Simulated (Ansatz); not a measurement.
# Al2H+ (triplet): the correlation ladder, cc-pVTZ

Aim: climb from Hartree-Fock through coupled cluster and multireference methods for Al2H+ (triplet) at one geometry and basis, and see what each rung misses.

Method: cc-pVTZ, core rule «outside noble gas», up to 10 orbitals frozen; program: Ansatz 0.2.0, Gaussian basis.

Plan: UHF; CCSD(T) on ROHF; CCSD(T) on UHF; BCCD(T) on ROHF; CCSDT(Q) on ROHF; CCSDT(Q) on UHF; CASSCF and MRCISD+Q, 6 electrons in 9 orbitals; CASSCF and NEVPT2, 6 electrons in 9 orbitals.

23 further runs of the same task are left out: 8 that didn't finish, 15 set aside as unsound or not needed.

### Step 1. What is computed

The geometry is a PBE0/def2-TZVP stationary point (not a proven minimum) of the parent state, kept for this charge and spin.

3 atoms, charge 1, spin multiplicity 3.

Atoms are counted from 1 here; the program's logs count them from 0.

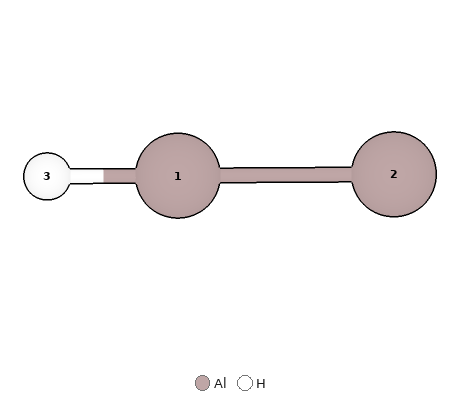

The structure; aluminium light grey, hydrogen white; atoms are numbered from 1 in the order of the file.

### Step 2. UHF

Input file in.yaml:

```yaml
crystal:
  periodic: [false, false, false]
  atoms:
    - {symbol: Al, position_ang: [0.000000, 0.000000, 0.352569]}
    - {symbol: Al, position_ang: [0.000000, 0.000000, -2.324369]}
    - {symbol: H, position_ang: [0.000000, 0.000000, 1.971799]}
basis:
  gaussian: {orbitals: cc-pVTZ}
total_charge: 1
magnetization: {spin_polarized: true, initial_magnetization: 2}
hamiltonian: {xc: hf}
output: {orbitals: {seedname: orbitals}}
```

Launch:

```
ansatz run in.yaml --threads 1 --pin off --events-out ev --progress --plain --max-ram 2393MiB
```

The runs that follow: CCSD(T) on ROHF; CCSD(T) on UHF; BCCD(T) on ROHF; CCSDT(Q) on ROHF; CCSDT(Q) on UHF; CASSCF and MRCISD+Q, 6 electrons in 9 orbitals; CASSCF and NEVPT2, 6 electrons in 9 orbitals.

Q: Predict the results of all the runs planned. Wanted: UCCSDT(Q) below the RHF energy; RMP2 from UCCSDT(Q); UMP2 from UCCSDT(Q); RCCSD from UCCSDT(Q); RCCSD(T) from UCCSDT(Q); UCCSD(T) from UCCSDT(Q); RCCSDT(Q) from UCCSDT(Q); NEVPT2 valence from UCCSDT(Q); MRCISD+Q valence from UCCSDT(Q).

The runs gave:

| quantity | value |
| --- | --- |
| UCCSDT(Q) below the RHF energy | -3.3004 eV |
| RMP2 from UCCSDT(Q) | +87.9 kJ/mol |
| UMP2 from UCCSDT(Q) | +85.6 kJ/mol |
| RCCSD from UCCSDT(Q) | +18.0 kJ/mol |
| RCCSD(T) from UCCSDT(Q) | +5.0 kJ/mol |
| UCCSD(T) from UCCSDT(Q) | +4.6 kJ/mol |
| RCCSDT(Q) from UCCSDT(Q) | +0.2 kJ/mol |
| NEVPT2 valence from UCCSDT(Q) | +47.1 kJ/mol |
| MRCISD+Q valence from UCCSDT(Q) | +0.8 kJ/mol |
| levels within 1 kcal/mol (43 meV) | RCCSDT, UCCSDT, RCCSDT(Q), MRCISD+Q valence |
| T1 diagnostic | 0.060 |
| effectively unpaired electrons | 2.06 |

RCCSD(T) lands +5.0 kJ/mol from the yardstick (1.6 % of the correlation energy). The occupations are near whole numbers, but T1 = 0.060 shows that the orbitals relax strongly. Of the multireference levels listed MRCISD+Q valence comes nearest in total energy (+0.8 kJ/mol), which doesn't show that its space is the better one. These misses are within one basis, not against nature; the frozen cores of restricted and unrestricted runs differ, which can shift their rows.
